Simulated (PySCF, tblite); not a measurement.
# C₅H₄O: excited states, first hyperpolarisability

What do calculations give for the excited states, first hyperpolarisability of C₅H₄O (`C=Cc1cc1=O`)?

Computed with tblite 0.8.0 and PySCF 2.14.0 and routines of our own; the level stands in each step. Atoms count from 0.

## 1. The system as given

10 atoms, charge 0, multiplicity 1; geometry from: force field or distance geometry start.

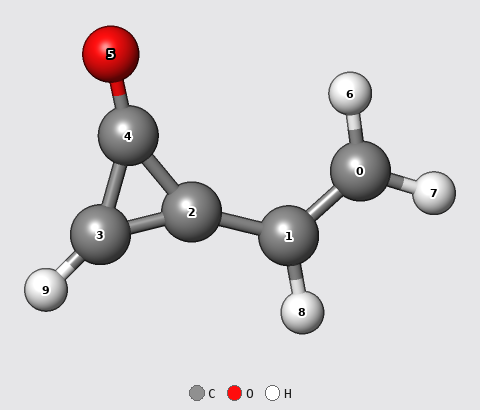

The starting geometry (carbon grey, oxygen red, hydrogen white).

## 2. Geometry optimisation with GFN2-xTB

Job settings and geometry (Å):

```
{"job": {"kind": "relax", "xc": "GFN2-xTB", "basis": "xTB"}, "charge": 0, "multiplicity": 1}
C     -1.751500     0.408600    -0.282000
C     -0.855500    -0.535200    -0.049600
C      0.519700    -0.288600     0.104400
C      1.749000    -0.672300     0.303000
C      1.513100     0.705800     0.106800
O      1.885100     1.808200     0.000400
H     -1.488100     1.462300    -0.387500
H     -2.805400     0.164600    -0.378500
H     -1.169600    -1.576200     0.055400
H      2.412100    -1.472600     0.505200
```

Launch:

```bash
$ OMP_NUM_THREADS=1 python excited_run.py task.json out
```

This one command runs all jobs of the session in turn.

The log of the run:

```text
step      E/eV     max force
  0    -453.65381    3.701
  1    -453.66849    3.647
  2    -453.82806    0.592
  3    -453.84112    0.449
  4    -453.84763    0.749
  5    -453.85356    0.310
  6    -453.85671    0.207
  7    -453.85981    0.214
  8    -453.86108    0.173
  9    -453.86230    0.091
 10    -453.86299    0.109
 11    -453.86398    0.109
 12    -453.86465    0.080
 13    -453.86507    0.066
 14    -453.86532    0.055
 15    -453.86554    0.058
 16    -453.86578    0.067
 17    -453.86610    0.059
 18    -453.86648    0.068
 19    -453.86690    0.064
 20    -453.86727    0.051
 21    -453.86757    0.046
 22    -453.86784    0.044
 23    -453.86811    0.057
 24    -453.86836    0.049
 25    -453.86856    0.049
 26    -453.86875    0.043
 27    -453.86890    0.036
 28    -453.86900    0.025
 29    -453.86905    0.022
 30    -453.86907    0.015
 31    -453.86910    0.017
 32    -453.86912    0.011
 33    -453.86913    0.008
```

Wall time 0.16 s (1 thread of AMD EPYC 7R43, shared host).

Along the way: (not every step is listed)

| step | energy from step 0 (eV) | largest force (eV/Å) |
| --- | --- | --- |
| 0 | 0.0000 | 3.7010 |
| 1 | -0.0147 | 3.6473 |
| 2 | -0.1742 | 0.5915 |
| 3 | -0.1873 | 0.4492 |
| 4 | -0.1938 | 0.7488 |
| 5 | -0.1997 | 0.3105 |
| 6 | -0.2029 | 0.2066 |
| 7 | -0.2060 | 0.2137 |
| 8 | -0.2073 | 0.1731 |
| 10 | -0.2092 | 0.1091 |
| 12 | -0.2108 | 0.0804 |
| 14 | -0.2115 | 0.0554 |
| 16 | -0.2120 | 0.0670 |
| 18 | -0.2127 | 0.0679 |
| 20 | -0.2135 | 0.0506 |
| 22 | -0.2140 | 0.0443 |
| 24 | -0.2145 | 0.0494 |
| 26 | -0.2149 | 0.0428 |
| 28 | -0.2152 | 0.0254 |
| 29 | -0.2152 | 0.0217 |
| 30 | -0.2153 | 0.0150 |
| 31 | -0.2153 | 0.0171 |
| 32 | -0.2153 | 0.0109 |
| 33 | -0.2153 | 0.0081 |

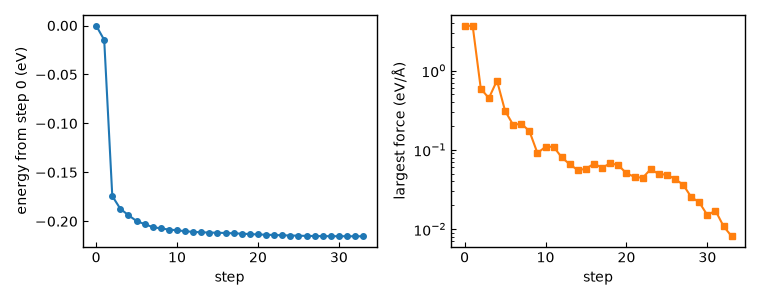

Energy and force, step by step.

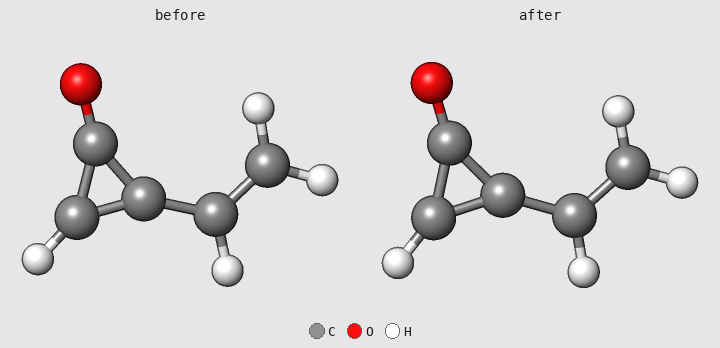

The geometry before (left) and after (right).

Distances of close pairs at the start and the end, largest changes first:

| bond | before (Å) | after (Å) | change (Å) |
| --- | --- | --- | --- |
| C2–C3 | 1.303 | 1.361 | +0.058 |
| C2–C4 | 1.406 | 1.437 | +0.031 |
| C4–O5 | 1.168 | 1.194 | +0.026 |
| C1–C2 | 1.406 | 1.427 | +0.021 |
| C0–H6 | 1.091 | 1.078 | -0.014 |
| C3–C4 | 1.412 | 1.425 | +0.013 |
| C0–C1 | 1.322 | 1.332 | +0.010 |
| C0–H7 | 1.086 | 1.077 | -0.009 |

The final coordinates are the input of the step that follows.

## 3. Vibrational analysis with GFN2-xTB

Job settings and geometry (Å):

```
{"job": {"kind": "ir", "xc": "GFN2-xTB", "basis": "xTB"}, "charge": 0, "multiplicity": 1}
C     -1.806363     0.386314    -0.284787
C     -0.880479    -0.540445    -0.044015
C      0.499819    -0.204924     0.089716
C      1.761952    -0.664214     0.311598
C      1.586815     0.734614     0.104831
O      2.014323     1.846063     0.013214
H     -1.537227     1.424895    -0.385783
H     -2.848367     0.135697    -0.387223
H     -1.143190    -1.586918     0.058911
H      2.361599    -1.526428     0.501009
```

The log of the run:

```text
mode    cm-1     km/mol
  1      78.6      2.98
  2     139.7      2.08
  3     258.7      0.09
  4     440.7      8.94
  5     501.4      9.67
  6     544.8     11.51
  7     673.4      7.72
  8     699.3      4.53
  9     734.0     33.62
 10     866.5      1.32
 11     904.4      5.31
 12     972.5      0.53
 13    1001.3     26.87
 14    1031.0      8.90
 15    1194.4      6.04
 16    1270.8      4.60
 17    1381.1      3.37
 18    1633.3     10.13
 19    1662.9    141.68
 20    2064.7    803.05
 21    3034.6     33.38
 22    3104.9      3.28
 23    3139.4     20.43
 24    3168.1      3.74
```

Run time: 0.2 s. Hardware: 1 thread of AMD EPYC 7R43, shared host.

Which atoms move in the most intense modes:

| cm⁻¹ | km/mol | atoms |
| --- | --- | --- |
| 545 | 11.5 | C3 22 %, C2 21 %, C4 19 %, H9 10 % |
| 734 | 33.6 | H9 56 %, C3 24 % |
| 1001 | 26.9 | H8 47 %, H6 43 % |
| 1633 | 10.1 | C0 41 %, C1 37 % |
| 1663 | 141.7 | C2 50 %, C3 20 %, C1 13 % |
| 2065 | 803.0 | C4 66 %, O5 20 % |
| 3035 | 33.4 | H8 92 % |
| 3139 | 20.4 | H7 54 %, H6 35 % |

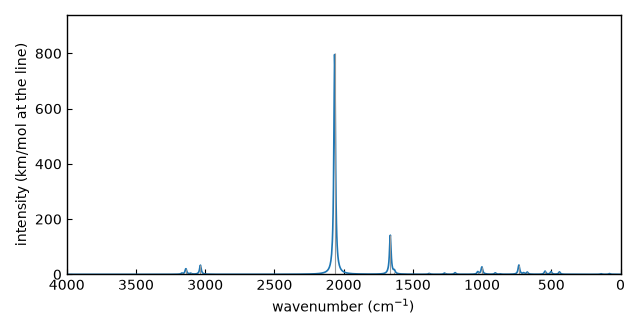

The infrared spectrum from these modes, unscaled. Lines are broadened to a width of 14 cm⁻¹ (Lorentzian).

## 4. Excited states: TDA wB97X-D/def2-SVPD

The job, as its differences from that of step 3:

```diff
@@ -1,2 +1,2 @@
-{"job": {"kind": "ir", "xc": "GFN2-xTB", "basis": "xTB"}, "charge": 0, "multiplicity": 1}
+{"job": {"kind": "states", "xc": "wB97X-D", "basis": "def2-SVPD", "tda": true, "soc": true, "nstates": 8, "ntriplets": 6, "nquad": 4}, "charge": 0, "multiplicity": 1}
 C     -1.806363     0.386314    -0.284787
```

Level: TDA wB97X-D/def2-SVPD excited states, vertical, gas phase, spin-orbit mean-field couplings.

The log of the run:

```text
coarse grid: 9000 points
cycle   1  E = -267.5854147874  dE =  1.351e+00  |g| = 7.863e-01  |ddm| = 5.252e+00
cycle   2  E = -267.3993308084  dE =  1.861e-01  |g| = 1.304e+00  |ddm| = 2.792e+00
cycle   3  E = -267.7222854042  dE = -3.230e-01  |g| = 4.369e-02  |ddm| = 1.606e+00
cycle   4  E = -267.7228785706  dE = -5.932e-04  |g| = 2.188e-02  |ddm| = 1.984e-01
cycle   5  E = -267.7230106782  dE = -1.321e-04  |g| = 8.512e-03  |ddm| = 6.680e-02
cycle   6  E = -267.7230312460  dE = -2.057e-05  |g| = 2.692e-03  |ddm| = 2.332e-02
cycle   7  E = -267.7230341659  dE = -2.920e-06  |g| = 8.237e-04  |ddm| = 1.225e-02
final grid: 88736 points
cycle   8  E = -267.7701073619  dE = -6.407e-05  |g| = 2.630e-03  |ddm| = 1.500e-01
cycle   9  E = -267.7701091241  dE = -1.762e-06  |g| = 1.606e-03  |ddm| = 2.128e-02
cycle  10  E = -267.7701097314  dE = -6.073e-07  |g| = 5.990e-04  |ddm| = 4.431e-03
cycle  11  E = -267.7701098440  dE = -1.127e-07  |g| = 1.819e-04  |ddm| = 2.146e-03
cycle  12  E = -267.7701098548  dE = -1.079e-08  |g| = 5.694e-05  |ddm| = 4.890e-04
cycle  13  E = -267.7701098569  dE = -2.040e-09  |g| = 2.320e-05  |ddm| = 2.320e-04
cycle  14  E = -267.7701098571  dE = -2.627e-10  |g| = 1.115e-05  |ddm| = 8.140e-05
converged SCF energy = -267.7701098571

Singlet excitations
state   eV       nm        f     d(h-e)  d(exc)  Lambda  PR(NTO)  |dmu|/D   mu/D   main configurations
  1   3.8003   326.2   0.00074   1.703   3.051   0.362   1.006    4.687    2.238   H->L 0.96
  2   5.4417   227.8   0.00002   0.642   2.351   0.482   1.014    1.658    3.116   H->L+1 0.85, H->L+6 0.12
  3   5.8953   210.3   0.49853   1.108   3.046   0.767   1.109    2.730    2.506   H-1->L 0.91
  4   6.8870   180.0   0.00216   0.645   3.257   0.253   1.011    0.422    4.264   H->L+2 0.62, H->L+4 0.27
  5   6.9441   178.5   0.00071   0.676   2.569   0.491   1.032                     H-3->L 0.92
  6   7.4355   166.7   0.25153   0.624   2.994   0.719   1.173                     H-2->L 0.86
  7   7.5859   163.4   0.04851   0.988   3.286   0.537   2.120                     H-1->L+1 0.53, H->L+3 0.27
  8   7.6544   162.0   0.00005   0.638   2.734   0.467   1.896                     H-4->L 0.48, H->L+6 0.39

Triplet excitations (Tamm-Dancoff)
state   eV     d(h-e)  d(exc)  Lambda  PR(NTO)   main configurations
  1   3.4730   0.230   2.589   0.779   1.079   H-1->L 0.89
  2   3.5063   1.595   2.962   0.364   1.006   H->L 0.94
  3   5.0545   0.613   2.319   0.479   1.016   H->L+1 0.83, H->L+6 0.13
  4   5.1996   0.419   2.270   0.725   1.689   H-2->L 0.58, H-1->L+1 0.24
  5   6.2717   0.342   2.600   0.734   1.212   H-1->L+1 0.56, H-2->L 0.15, H-1->L+6 0.10
  6   6.5829   0.551   2.499   0.491   1.037   H-3->L 0.89
S1 - T1 = 0.3273 eV

Spin-orbit couplings |<S|Hso|T>| (cm-1)
             T1       T2       T3       T4       T5       T6
S0        0.165   12.710   42.399    0.281    0.028    8.817
S1       14.837    0.233    0.626   19.068   12.718   22.351
S2        0.193    0.952    0.022    6.953   31.449    1.802
S3        0.202   26.406    3.594    0.026    0.087    5.784
S4        0.028    0.864    2.453    0.014    0.033    0.096
S5        4.461   23.128    0.461    4.315    5.019    0.053
S6        0.149   18.759    2.614    0.035    0.029    5.340
S7        0.058    5.032   25.128    0.076    0.005    1.218
S8        3.168    0.666    0.069    7.331    6.604    1.156
T1 sublevels (cm-1): 0.000 0.000 0.703   radiative rates (1/s): 0.0114 0.162 11
```

Run time: 17 s. Hardware: 1 thread of AMD EPYC 7R43, shared host; peak memory 0.55 GiB.

From this job:

| quantity | value |
| --- | --- |
| S1 less T1 | 0.33 eV |

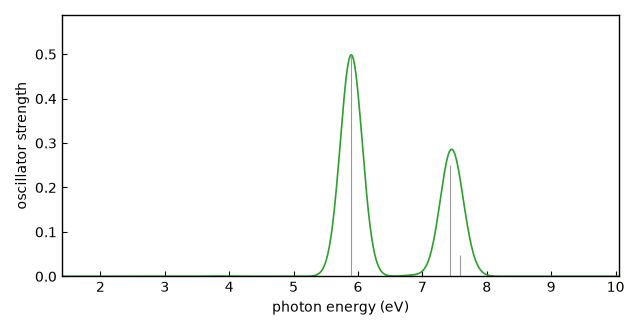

Absorption lines of the singlets. Lines are broadened to a width of 0.40 eV (Gaussian).

## 5. Excited states: TDDFT CAM-B3LYP/def2-SVPD

The job, as its differences from that of step 4:

```diff
@@ -1,2 +1,2 @@
-{"job": {"kind": "states", "xc": "wB97X-D", "basis": "def2-SVPD", "tda": true, "soc": true, "nstates": 8, "ntriplets": 6, "nquad": 4}, "charge": 0, "multiplicity": 1}
+{"job": {"kind": "states", "xc": "CAM-B3LYP", "basis": "def2-SVPD", "tpa": true, "nstates": 6, "nquad": 5, "ntriplets": 0}, "charge": 0, "multiplicity": 1}
 C     -1.806363     0.386314    -0.284787
```

With the program's defaults for keys left out, this is: TDDFT CAM-B3LYP/def2-SVPD excited states, vertical, gas phase, two-photon moments by quadratic response.

The log of the run:

```text
coarse grid: 9000 points
cycle   1  E = -267.5387565731  dE =  1.309e+00  |g| = 7.755e-01  |ddm| = 5.912e+00
cycle   2  E = -267.2797346737  dE =  2.590e-01  |g| = 1.424e+00  |ddm| = 2.773e+00
cycle   3  E = -267.6699872343  dE = -3.903e-01  |g| = 5.316e-02  |ddm| = 1.717e+00
cycle   4  E = -267.6706388719  dE = -6.516e-04  |g| = 3.024e-02  |ddm| = 1.859e-01
cycle   5  E = -267.6708699382  dE = -2.311e-04  |g| = 1.007e-02  |ddm| = 7.312e-02
cycle   6  E = -267.6708950565  dE = -2.512e-05  |g| = 3.163e-03  |ddm| = 2.085e-02
cycle   7  E = -267.6708983407  dE = -3.284e-06  |g| = 8.862e-04  |ddm| = 1.014e-02
final grid: 88736 points
cycle   8  E = -267.7311426822  dE = -2.139e-05  |g| = 3.246e-03  |ddm| = 7.486e-02
cycle   9  E = -267.7311415308  dE =  1.151e-06  |g| = 4.303e-03  |ddm| = 1.097e-02
cycle  10  E = -267.7311451904  dE = -3.660e-06  |g| = 6.746e-04  |ddm| = 5.082e-03
cycle  11  E = -267.7311452813  dE = -9.083e-08  |g| = 1.244e-04  |ddm| = 1.120e-03
cycle  12  E = -267.7311452850  dE = -3.708e-09  |g| = 7.504e-05  |ddm| = 3.758e-04
cycle  13  E = -267.7311452865  dE = -1.519e-09  |g| = 1.306e-05  |ddm| = 1.340e-04
cycle  14  E = -267.7311452866  dE = -6.241e-11  |g| = 7.906e-06  |ddm| = 3.969e-05
converged SCF energy = -267.7311452866

Singlet excitations
state   eV       nm        f     d(h-e)  d(exc)  Lambda  PR(NTO)  |dmu|/D   mu/D   delta(TPA)   sigma/GM   main configurations
  1   3.8188   324.7   0.00037   1.712   3.074   0.359   1.008    4.697    2.271        0.91      0.005   H->L 0.96
  2   5.3691   230.9   0.00000   0.658   2.376   0.472   1.016    1.701    3.113        0.11      0.001   H->L+2 0.84, H->L+7 0.12
  3   5.6016   221.3   0.40211   0.942   3.013   0.762   1.150    2.245    2.850       40.87      0.470   H-1->L 0.96
  4   6.6414   186.7   0.00315   0.731   3.322   0.255   1.011    0.793    3.916       26.19      0.423   H->L+1 0.64, H->L+4 0.26
  5   6.9415   178.6   0.00074   0.652   2.568   0.488   1.034    2.038    3.647        0.17      0.003   H-3->L 0.92
  6   7.2170   171.8   0.16067   0.579   2.882   0.703   1.222                                            H-2->L 0.92
```

It took 19 s on 1 thread of AMD EPYC 7R43, shared host; peak memory 0.58 GiB.

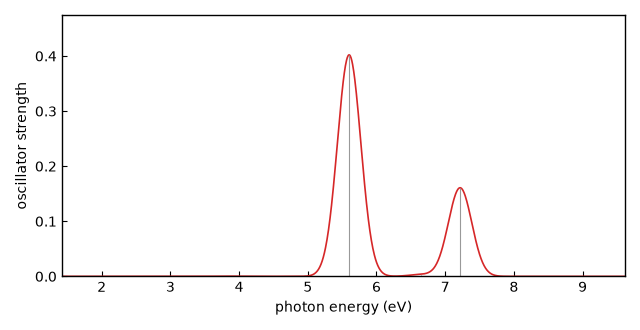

Absorption lines of the singlets. Lines are broadened to a width of 0.40 eV (Gaussian).

## 6. First hyperpolarisability: quadratic response CAM-B3LYP/def2-SVPD

The job, as its differences from that of step 5:

```diff
@@ -1,2 +1,2 @@
-{"job": {"kind": "states", "xc": "CAM-B3LYP", "basis": "def2-SVPD", "tpa": true, "nstates": 6, "nquad": 5, "ntriplets": 0}, "charge": 0, "multiplicity": 1}
+{"job": {"kind": "beta", "xc": "CAM-B3LYP", "basis": "def2-SVPD", "wavelengths": [1064]}, "charge": 0, "multiplicity": 1}
 C     -1.806363     0.386314    -0.284787
```

Level: quadratic response CAM-B3LYP/def2-SVPD first hyperpolarisability, Taylor convention, gas phase.

The log of the run:

```text
coarse grid: 9000 points
cycle   1  E = -267.5387565731  dE =  1.309e+00  |g| = 7.755e-01  |ddm| = 5.912e+00
cycle   2  E = -267.2797346737  dE =  2.590e-01  |g| = 1.424e+00  |ddm| = 2.773e+00
cycle   3  E = -267.6699872343  dE = -3.903e-01  |g| = 5.316e-02  |ddm| = 1.717e+00
cycle   4  E = -267.6706388719  dE = -6.516e-04  |g| = 3.024e-02  |ddm| = 1.859e-01
cycle   5  E = -267.6708699382  dE = -2.311e-04  |g| = 1.007e-02  |ddm| = 7.312e-02
cycle   6  E = -267.6708950565  dE = -2.512e-05  |g| = 3.163e-03  |ddm| = 2.085e-02
cycle   7  E = -267.6708983407  dE = -3.284e-06  |g| = 8.862e-04  |ddm| = 1.014e-02
final grid: 88736 points
cycle   8  E = -267.7311426822  dE = -2.139e-05  |g| = 3.246e-03  |ddm| = 7.486e-02
cycle   9  E = -267.7311415308  dE =  1.151e-06  |g| = 4.303e-03  |ddm| = 1.097e-02
cycle  10  E = -267.7311451904  dE = -3.660e-06  |g| = 6.746e-04  |ddm| = 5.082e-03
cycle  11  E = -267.7311452813  dE = -9.083e-08  |g| = 1.244e-04  |ddm| = 1.120e-03
cycle  12  E = -267.7311452850  dE = -3.708e-09  |g| = 7.504e-05  |ddm| = 3.758e-04
cycle  13  E = -267.7311452865  dE = -1.519e-09  |g| = 1.306e-05  |ddm| = 1.340e-04
cycle  14  E = -267.7311452866  dE = -6.241e-11  |g| = 7.906e-06  |ddm| = 3.969e-05
converged SCF energy = -267.7311452866

Lowest singlets (eV, f): 3.8188 0.0004  5.3691 0.0000  5.6016 0.4021

First hyperpolarisability (au)
process     nm      |vector|   parallel      HRS      DR
static         -      170.18     -94.53      70.28   5.043
shg       1064.0      199.49    -113.07      83.02   5.041
eope      1064.0      178.89     -99.96          -       -
```

It took 15 s on 1 thread of AMD EPYC 7R43, shared host; peak memory 0.58 GiB.

## 7. Outcome

```
                                                 quantity                             value
                strongest single infrared mode (GFN2-xTB)             2065 cm⁻¹, 803 km/mol
                             zero-point energy (GFN2-xTB)                     43.6 kcal/mol
               S1 less T1 (step 4, TDA wB97X-D/def2-SVPD)                           0.33 eV
β vector (step 6, quadratic response CAM-B3LYP/def2-SVPD)  static 170, SHG 1064.0 nm 199 au
```

What this shows: No mode is imaginary among the 24: a minimum at this level. The strongest single mode, at 2065 cm⁻¹, moves mainly C4. Unscaled tight-binding wavenumbers are off by several per cent, some by more. Its intensities can rank the bands wrongly. In step 4, the number of triplets below S1 is 2, and the largest singlet-triplet spin-orbit coupling is S0–T3, 42.40 cm⁻¹. β grows from 170 au (static) to 199 au for doubling at 1064.0 nm: normal dispersion, which grows as twice the photon energy moves toward the bright states.
